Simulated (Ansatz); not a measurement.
# BSiH₅ClF: geometry relaxation

The run: geometry relaxation of BSiH₅ClF. Method and program: RHF/def2-SVP (Ansatz 0.2.0).

The input holds or restrains some coordinates. It belongs to a series of runs on one base structure; here: pulled along the bonds that form and break, towards end B. Figures and captions count atoms from 1; the log counts them from 0 in places.

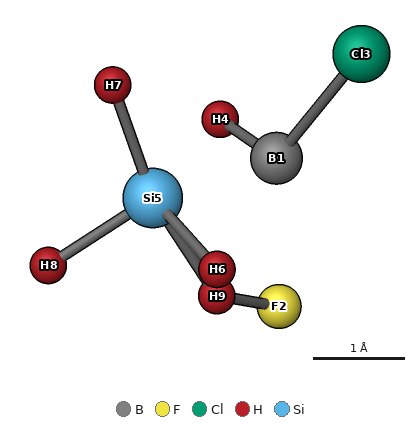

Fig. 1: The starting structure (ball-and-stick view, seen at a tilt; atoms are numbered from 1 in the order of the input).

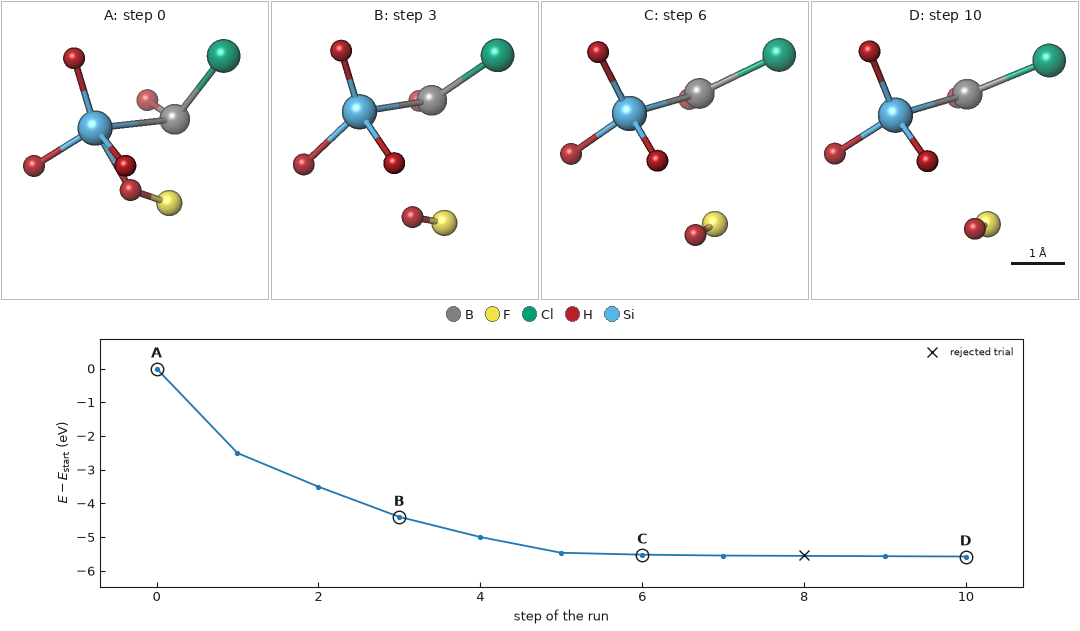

Fig. 2: Frames of the restrained relaxation (ball-and-stick view, seen at a tilt) above the curves, on which the letters mark them (the first geometry is step 0 here and step 1 in the log).

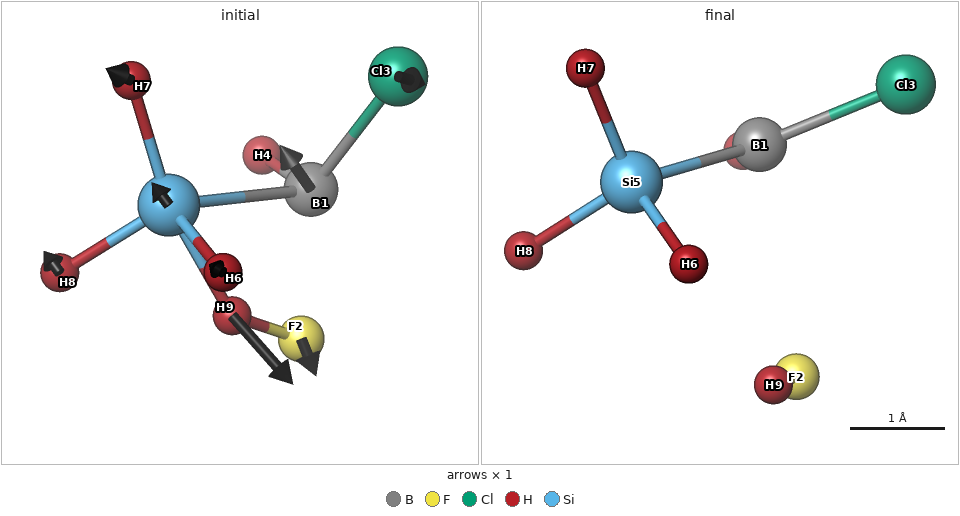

Fig. 3: Before (left) and after (right) the restrained relaxation, at one scale (ball-and-stick view, seen at a tilt). The black arrows give the displacements, at true length. After 10 geometry steps the energy has fallen by 5.574 eV. The largest force component goes from 6.6 to 0.96 eV/Å. The line search rejected the trial step at point 8 (counted from 0) and went back. The atom that moves furthest after the best rigid fit is H9 (1.00 Å). By element the largest moves are H 1.00 Å, B 0.63 Å, Cl 0.45 Å, F 0.44 Å, Si 0.31 Å. Distances before and after: Si5–H9 1.442 → 2.670 Å, B1–Si5 2.250 → 1.982 Å, F2–H9 1.067 → 0.911 Å, B1–Cl3 1.860 → 1.768 Å. Bonds break: Si5–H9 (1.44 → 2.67 Å). Among the angles that change: Cl3–B1–Si5 88.5° → 119.4°, H4–B1–Si5 110.0° → 124.7°, Cl3–B1–H4 120.0° → 115.6°. (Atoms are counted from 1 in the order of the input.)

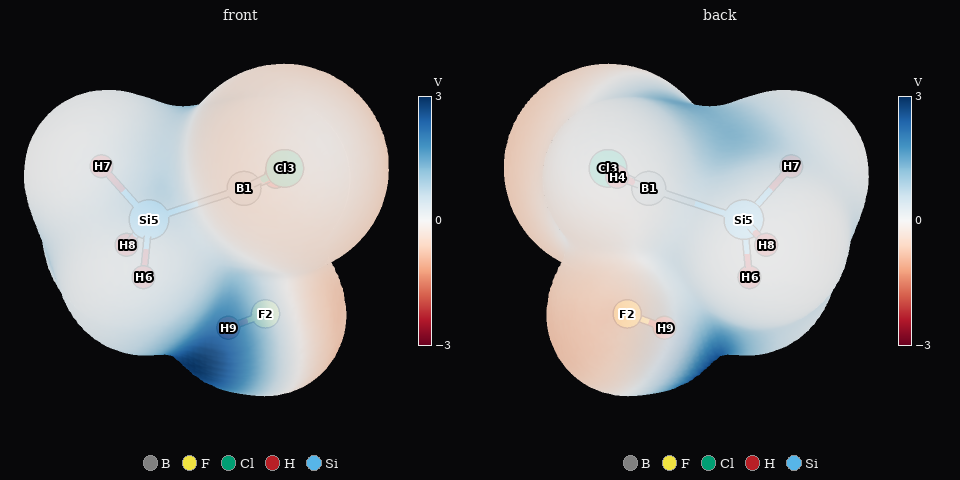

Fig. 4: The molecular electrostatic potential painted on the density surface at 0.001 e/bohr³, seen face on and from behind; the colour scale runs from red (negative) to blue (positive).

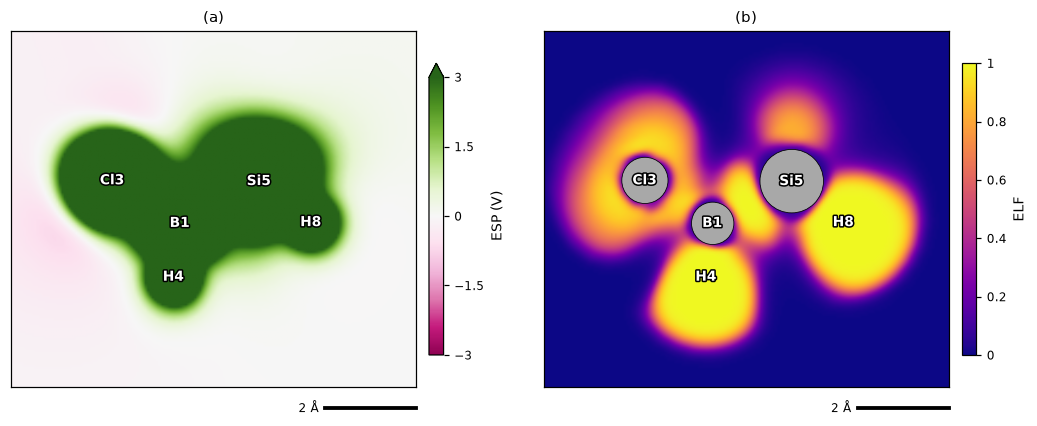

Fig. 5: (a) electrostatic potential; (b) electron localisation function on the plane of atoms Cl3, B1 and H4. Grey discs, where drawn, cover atomic cores. Atoms in the plane: B, Cl, H and Si. Si–B (1.98 Å): the ELF peaks at about 1 between the atoms (a shared electron pair). Si–H (1.48 Å): the ELF climbs to about 1 towards the hydrogen.

The input that produced these results follows, with the program's output.

Input
```yaml
crystal:
  periodic: [false, false, false]
  atoms:
    - { symbol: B, position_ang: [0.0, 0.0, 0.0] }
    - { symbol: F, position_ang: [0.0, 0.0, 1.67] }
    - { symbol: Cl, position_ang: [1.6108, 0.0, -0.93] }
    - { symbol: H, position_ang: [-1.0305, 0.0, -0.595] }
    - { symbol: Si, position_ang: [0.4799, 2.0806, 0.7095] }
    - { symbol: H, position_ang: [1.5736, 2.0261, 1.6751] }
    - { symbol: H, position_ang: [0.877, 2.9042, -0.4288] }
    - { symbol: H, position_ang: [-0.6992, 2.6635, 1.3432] }
    - { symbol: H, position_ang: [0.2397, 1.0395, 1.6785] }
basis:
  gaussian: { orbitals: def2-SVP }
hamiltonian:
  xc: hf
relax:
  f_tol: 0.15
  max_steps: 25
  restrain:
    - { distance: [0, 4], at: 1.95, k: 30.0 }
    - { distance: [8, 1], at: 0.92, k: 30.0 }
    - { distance: [0, 1], at: 2.52, k: 30.0 }
    - { distance: [8, 4], at: 2.66, k: 30.0 }
output:
  orbitals: {}
```

Launched with:
```bash
ansatz run input.yaml --threads 1 --pin off --max-ram 2048MiB --backend cpu --events-out ev --progress --plain --runs-dir out
```

Log
```
The last accepted step is kept in [file] (removed where the run ends without a failure and the disk answers)
Engine: ansatz 0.2.0, aarch64-unknown-linux-gnu
Functional definition: HF
  exchange = exact_x
  correlation = 0
923 factors; integrals over basis functions are off by at most 3.2e-4 eV
mean field evaluation 1: about -23806.1184 eV, gradient 2.3e1 eV
mean field evaluation 2: about -23806.1997 eV, gradient 2.3e1 eV
mean field evaluation 4: about -23808.0535 eV, gradient 3.2e0 eV
mean field evaluation 8: about -23808.1189 eV, gradient 1.8e-1 eV
mean field -23808.11950229 eV, -874.9322539861 hartree, gradient 3.3e-5 eV, S^2 0.000000; 0 other end points of the search recorded, 0 dependent functions left out
the calculation of the forces begins
reference -23808.11950229 eV, -874.9322539861 hartree; 25, 25 occupied and 64, 64 virtual orbitals, 923 factors
relax step   1: F+E_penalty+E_count = -23808.11950229 eV  Δ(F+E_penalty+E_count) = +0.000e0 eV  max|allowed force component| = 6.576e0 eV/Å  E_restraint = 34.74887489 eV  max|allowed force component, restraints' pulls added| = 3.681e1 eV/Å  Δτ_max = 0.0000 Å  (38 SCF iters, accepted)
  distance B 0 - Si 4 = 2.2500 Å
  distance H 8 - F 1 = 1.0668 Å
  distance B 0 - F 1 = 1.6700 Å
  distance H 8 - Si 4 = 1.4424 Å
these checks for a lower state are left out or cut short: starts, cluster_reference, orbital_swaps, neighbouring_geometries, increment
923 factors; integrals over basis functions are off by at most 3.8e-4 eV
mean field evaluation 16: about -23810.6250 eV, gradient 7.6e-3 eV
mean field -23810.62505468 eV, -875.0243313382 hartree, gradient 5.4e-5 eV, S^2 0.000000; 0 other end points of the search recorded, 0 dependent functions left out
[... from here on the field's lines of each further geometry are left out, up to the last ...]
relax step   2: F+E_penalty+E_count = -23810.62505468 eV  Δ(F+E_penalty+E_count) = -2.506e0 eV  max|allowed force component| = 5.453e0 eV/Å  E_restraint = 18.49435376 eV  max|allowed force component, restraints' pulls added| = 2.378e1 eV/Å  Δτ_max = 0.1903 Å  (34 SCF iters, accepted)
relax step   3: F+E_penalty+E_count = -23811.62285382 eV  Δ(F+E_penalty+E_count) = -9.978e-1 eV  max|allowed force component| = 5.051e0 eV/Å  E_restraint = 7.93081362 eV  max|allowed force component, restraints' pulls added| = 1.381e1 eV/Å  Δτ_max = 0.1947 Å  (34 SCF iters, accepted)
relax step   4: F+E_penalty+E_count = -23812.51752929 eV  Δ(F+E_penalty+E_count) = -8.947e-1 eV  max|allowed force component| = 5.448e0 eV/Å  E_restraint = 2.16488530 eV  max|allowed force component, restraints' pulls added| = 8.397e0 eV/Å  Δτ_max = 0.1988 Å  (34 SCF iters, accepted)
relax step   5: F+E_penalty+E_count = -23813.11531568 eV  Δ(F+E_penalty+E_count) = -5.978e-1 eV  max|allowed force component| = 3.797e0 eV/Å  E_restraint = 0.29497100 eV  max|allowed force component, restraints' pulls added| = 3.378e0 eV/Å  Δτ_max = 0.1948 Å  (34 SCF iters, accepted)
relax step   6: F+E_penalty+E_count = -23813.58226984 eV  Δ(F+E_penalty+E_count) = -4.670e-1 eV  max|allowed force component| = 1.927e0 eV/Å  E_restraint = 0.02258704 eV  max|allowed force component, restraints' pulls added| = 2.345e0 eV/Å  Δτ_max = 0.1965 Å  (32 SCF iters, accepted)
relax step   7: F+E_penalty+E_count = -23813.63818189 eV  Δ(F+E_penalty+E_count) = -5.591e-2 eV  max|allowed force component| = 1.385e0 eV/Å  E_restraint = 0.02011828 eV  max|allowed force component, restraints' pulls added| = 5.404e-1 eV/Å  Δτ_max = 0.1997 Å  (32 SCF iters, accepted)
relax step   8: F+E_penalty+E_count = -23813.66475352 eV  Δ(F+E_penalty+E_count) = -2.657e-2 eV  max|allowed force component| = 1.344e0 eV/Å  E_restraint = 0.01897753 eV  max|allowed force component, restraints' pulls added| = 3.709e-1 eV/Å  Δτ_max = 0.0784 Å  (32 SCF iters, accepted)
relax step   9: F+E_penalty+E_count = -23813.65513750 eV  Δ(F+E_penalty+E_count) = +9.616e-3 eV  max|allowed force component| = 1.459e0 eV/Å  E_restraint = 0.02436094 eV  max|allowed force component, restraints' pulls added| = 1.789e0 eV/Å  Δτ_max = 0.1248 Å  (34 SCF iters, rejected (line search))
relax step  10: F+E_penalty+E_count = -23813.68424782 eV  Δ(F+E_penalty+E_count) = -1.949e-2 eV  max|allowed force component| = 1.167e0 eV/Å  E_restraint = 0.01721308 eV  max|allowed force component, restraints' pulls added| = 2.059e-1 eV/Å  Δτ_max = 0.0624 Å  (34 SCF iters, accepted)
the calculation of the forces begins
reference -23813.69306350 eV, -875.1370785827 hartree; 25, 25 occupied and 64, 64 virtual orbitals, 923 factors
relax step  11: F+E_penalty+E_count = -23813.69306350 eV  Δ(F+E_penalty+E_count) = -8.816e-3 eV  max|allowed force component| = 9.559e-1 eV/Å  E_restraint = 0.01819034 eV  max|allowed force component, restraints' pulls added| = 1.442e-1 eV/Å  Δτ_max = 0.1000 Å  (33 SCF iters, accepted)
  distance B 0 - Si 4 = 1.9815 Å
  distance H 8 - F 1 = 0.9112 Å
  distance B 0 - F 1 = 2.5269 Å
  distance H 8 - Si 4 = 2.6697 Å
923 factors; integrals over basis functions are off by at most 4.3e-4 eV
mean field evaluation 96: about -23813.6931 eV, gradient 3.8e-5 eV
mean field -23813.69306350 eV, -875.1370785827 hartree, gradient 3.6e-5 eV, S^2 0.000000; 1 other end points of the search recorded, 0 dependent functions left out
the calculation of the forces begins
reference -23813.69306350 eV, -875.1370785827 hartree; 25, 25 occupied and 64, 64 virtual orbitals, 923 factors
Total energy: -23813.69306350 eV, -875.1370785827 hartree
Atom 0 at     0.117393     0.494177    -0.376088 Å, force    -0.220115    -0.793843    -0.593314 eV/Å
Atom 1 at    -0.057669    -0.217597     2.042118 Å, force     0.202402     0.269063     0.249886 eV/Å
Atom 2 at     1.510860    -0.449487    -0.918426 Å, force     0.098620    -0.029172    -0.007489 eV/Å
Atom 3 at    -0.951774     0.038622    -0.648337 Å, force    -0.000390     0.038922     0.032878 eV/Å
Atom 4 at     0.408428     2.263157     0.467959 Å, force     0.104009     0.955912     0.260724 eV/Å
Atom 5 at     1.389673     2.100613     1.582221 Å, force    -0.003899     0.013092     0.008988 eV/Å
Atom 6 at     0.969819     3.260738    -0.477675 Å, force    -0.005988    -0.023236     0.000832 eV/Å
Atom 7 at    -0.837033     2.811440     1.061077 Å, force     0.010423     0.012447    -0.002267 eV/Å
Atom 8 at     0.501604     0.412238     2.389652 Å, force    -0.185062    -0.443186     0.049762 eV/Å
Dipole moment:     0.016733     0.260258     0.200997 e Å
```

Trajectory as extended XYZ (Å, eV, eV/Å), 11 frames, from step=1 to step=11
```
9
Properties=species:S:1:pos:R:3:forces:R:3 step=1 energy=-23808.11950
B     0.0000    0.0000    0.0000    1.7803   5.7357  -0.2734
F     0.0000    0.0000    1.6700   -0.3748  -2.9142   1.9425
Cl    1.6108    0.0000   -0.9300   -0.3390  -2.0601   0.3676
H    -1.0305    0.0000   -0.5950   -0.1272  -1.3782   0.5859
Si    0.4799    2.0806    0.7095   -0.1404   5.6458  -6.5759
H     1.5736    2.0261    1.6751    0.2848  -0.0845   0.7619
H     0.8770    2.9042   -0.4288    0.1859   0.4062  -0.0624
H    -0.6992    2.6635    1.3432   -0.3110   0.8008   0.7677
H     0.2397    1.0395    1.6785   -0.9586  -6.1514   2.4861
9
Properties=species:S:1:pos:R:3:forces:R:3 step=2 energy=-23810.62506
B     0.0201    0.1091   -0.0860    1.5137   5.4533  -0.4978
F    -0.0070   -0.0456    1.8020    0.1626   0.2096   0.8786
Cl    1.6204   -0.0180   -0.9362    0.0616  -2.0084  -0.0989
H    -1.0353   -0.0114   -0.5963   -0.2378  -1.4342   0.3528
Si    0.4868    2.1572    0.5761   -1.6694  -1.3335   0.8951
H     1.5646    2.0278    1.6674   -0.5453  -0.0098  -0.5586
H     0.8861    2.9248   -0.4522    1.0602   2.2868  -2.4306
H    -0.6961    2.6702    1.3431    0.2043   0.4707  -0.0039
H     0.2116    0.8998    1.8046   -0.5500  -3.6345   1.4633
9
Properties=species:S:1:pos:R:3:forces:R:3 step=3 energy=-23811.62285
B     0.0426    0.2299   -0.1930    0.7380   4.0714  -0.4702
F    -0.0123   -0.0718    1.9223   -0.9149  -3.8759   0.3243
Cl    1.6285   -0.0382   -0.9432    0.3407  -1.8271  -0.4685
H    -1.0385   -0.0260   -0.5953    0.0344  -1.2148   0.1747
Si    0.4800    2.1916    0.4755   -2.1694  -3.4512   5.0508
H     1.5541    2.0276    1.6536   -0.8355   0.1562  -1.3771
H     0.9004    2.9554   -0.4864    1.6012   3.3283  -3.6696
H    -0.6912    2.6718    1.3380    0.4469   0.3780  -0.6250
H     0.1877    0.7737    1.9510    0.7587   2.4351   1.0605
9
Properties=species:S:1:pos:R:3:forces:R:3 step=4 energy=-23812.51753
B     0.0616    0.3594   -0.2915   -0.1540   1.7619  -0.4495
F    -0.0352   -0.1668    2.0224   -0.3557  -1.2457  -0.0578
Cl    1.6358   -0.0715   -0.9545    0.2349  -1.3957  -0.4966
H    -1.0317   -0.0451   -0.5922    0.6274  -0.6070   0.1153
Si    0.4633    2.2207    0.4114   -1.4678  -2.5988   5.4481
H     1.5368    2.0322    1.6192   -0.8878   0.1827  -1.6044
H     0.9266    3.0129   -0.5452    1.2884   2.7756  -2.8083
H    -0.6841    2.6800    1.3208    0.3692   0.3939  -0.8546
H     0.1782    0.6922    2.1321    0.3454   0.7331   0.7078
9
Properties=species:S:1:pos:R:3:forces:R:3 step=5 energy=-23813.11532
B     0.0703    0.4432   -0.3447   -0.2031   0.1915  -0.5329
F    -0.0538   -0.2291    2.0508   -0.0156   0.1327   0.0905
Cl    1.6324   -0.1135   -0.9669   -0.0636  -0.9154  -0.3326
H    -1.0040   -0.0552   -0.5875    0.6576  -0.2111   0.0322
Si    0.4488    2.2442    0.3991   -0.4429  -1.0850   3.7972
H     1.5125    2.0385    1.5644   -0.6605   0.1692  -1.2899
H     0.9495    3.0742   -0.5921    0.5981   1.6365  -1.3698
H    -0.6828    2.7013    1.2906    0.0989   0.4556  -0.6777
H     0.1783    0.6103    2.3089    0.0309  -0.3739   0.2830
9
Properties=species:S:1:pos:R:3:forces:R:3 step=6 energy=-23813.58227
B     0.1069    0.4893   -0.3885    0.1218  -0.7731  -0.4065
F    -0.0840   -0.2410    2.0226    0.6611   1.7235   1.1577
Cl    1.6050   -0.2637   -1.0090   -0.3355  -0.0750   0.0049
H    -0.9322   -0.0647   -0.5913    0.1329   0.0198  -0.0888
Si    0.4286    2.2507    0.4626    0.0137   0.4153   0.7352
H     1.5146    2.0469    1.4816   -0.1638   0.0731  -0.1189
H     0.9255    3.1698   -0.5528    0.0830   0.5297  -0.2517
H    -0.7377    2.8053    1.2197    0.1306   0.0139  -0.2200
H     0.2247    0.5212    2.4777   -0.6438  -1.9272  -0.8119
9
Properties=species:S:1:pos:R:3:forces:R:3 step=7 energy=-23813.63818
B     0.1203    0.4576   -0.3987    0.0005  -0.6336  -0.7143
F    -0.0554   -0.1762    2.0402    0.2829   0.4562   0.4649
Cl    1.5087   -0.4237   -1.0490    0.0277  -0.2121  -0.0227
H    -0.9677   -0.0004   -0.6203    0.2129   0.1004   0.1087
Si    0.4716    2.2183    0.4441   -0.2380   1.3850   0.6648
H     1.4496    2.1352    1.5850   -0.0807  -0.1871  -0.2502
H     0.9673    3.3132   -0.4440   -0.0596  -0.3084  -0.0340
H    -0.8025    2.6861    1.0731    0.1357   0.0737  -0.0553
H     0.3593    0.5040    2.4921   -0.2814  -0.6741  -0.1617
9
Properties=species:S:1:pos:R:3:forces:R:3 step=8 energy=-23813.66475
B     0.1202    0.4772   -0.4104   -0.0271  -0.8190  -0.5083
F    -0.0295   -0.1945    2.0190    0.2160   0.4030   0.4291
Cl    1.5052   -0.4651   -0.9826   -0.0129  -0.0677  -0.0493
H    -0.9680    0.0254   -0.6326    0.1572   0.0992   0.0085
Si    0.4511    2.2321    0.4503   -0.0776   1.3442   0.5081
H     1.4347    2.1311    1.5821   -0.0823  -0.1518  -0.2004
H     0.9607    3.3090   -0.4484   -0.0565  -0.2202  -0.0145
H    -0.8154    2.7178    1.0766    0.1112   0.0218  -0.0612
H     0.3922    0.4809    2.4683   -0.2281  -0.6096  -0.1120
9
Properties=species:S:1:pos:R:3:forces:R:3 step=9 energy=-23813.65514 accepted=F
B     0.1321    0.4867   -0.3896   -0.1333  -0.7286  -0.6018
F    -0.1192   -0.1534    2.0425    1.3662   1.2275   1.0223
Cl    1.5397   -0.4346   -0.9601   -0.0840   0.0386   0.0843
H    -0.9396    0.0432   -0.6668    0.0115  -0.0590   0.0008
Si    0.4079    2.2458    0.4785    0.1228   0.8403   0.2331
H     1.4201    2.0780    1.5648   -0.0099   0.0620   0.0071
H     0.9361    3.2344   -0.4903    0.0259   0.0896   0.0095
H    -0.8283    2.7839    1.1041    0.0510  -0.0111  -0.0345
H     0.5024    0.4298    2.4394   -1.3503  -1.4592  -0.7208
9
Properties=species:S:1:pos:R:3:forces:R:3 step=10 energy=-23813.68425
B     0.1210    0.4814   -0.4032   -0.0933  -0.7552  -0.5565
F    -0.0185   -0.1879    2.0273    0.1685   0.2849   0.3799
Cl    1.5074   -0.4697   -0.9610   -0.0263  -0.0014   0.0018
H    -0.9628    0.0491   -0.6607    0.0606  -0.0134   0.0130
Si    0.4211    2.2380    0.4619    0.1034   1.1670   0.3626
H     1.3994    2.0959    1.5873   -0.0383  -0.0294  -0.0934
H     0.9652    3.2771   -0.4556   -0.0338  -0.1151   0.0053
H    -0.8332    2.7652    1.0680    0.0548  -0.0225  -0.0409
H     0.4517    0.4648    2.4586   -0.1955  -0.5149  -0.0718
9
Properties=species:S:1:pos:R:3:forces:R:3 step=11 energy=-23813.69306
B     0.1174    0.4942   -0.3761   -0.2201  -0.7938  -0.5933
F    -0.0577   -0.2176    2.0421    0.2024   0.2691   0.2499
Cl    1.5109   -0.4495   -0.9184    0.0986  -0.0292  -0.0075
H    -0.9518    0.0386   -0.6483   -0.0004   0.0389   0.0329
Si    0.4084    2.2632    0.4680    0.1040   0.9559   0.2607
H     1.3897    2.1006    1.5822   -0.0039   0.0131   0.0090
H     0.9698    3.2607   -0.4777   -0.0060  -0.0232   0.0008
H    -0.8370    2.8114    1.0611    0.0104   0.0124  -0.0023
H     0.5016    0.4122    2.3897   -0.1851  -0.4432   0.0498
```

Key numbers

- outcome: converged under the restraints of the input
- total energy: −23813.6931 eV
- mean-field energy: −23813.6931 eV
- largest force (length of the vector) at the end, held atoms and coordinates included: 1.015 eV/Å
- hardware: 1 thread of Arm Neoverse V1, 24 GiB of memory available, shared host
- wall time: 23 s
- peak memory: 0.16 GiB
